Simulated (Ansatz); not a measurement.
The reference is SrO in the rock salt structure (space group Fm-3m, No. 225; a = 5.1224 Å).

Now apply this change: a hydrostatic pressure of 0.3 GPa.

Calculations: PBEsol (Ansatz, a program for electronic structure; PAW; 420 eV plane waves; no SOC).

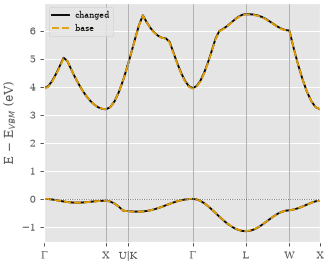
Figure: Highest valence and lowest conduction band along the path, each from its own valence-band maximum

Read the changed gap and its character from the plot.

About 3.2 eV, indirect, Γ → X.

Load acts through the strain it causes; cell and atoms are relaxed under it. Whether these cells are dynamically stable was not tested.
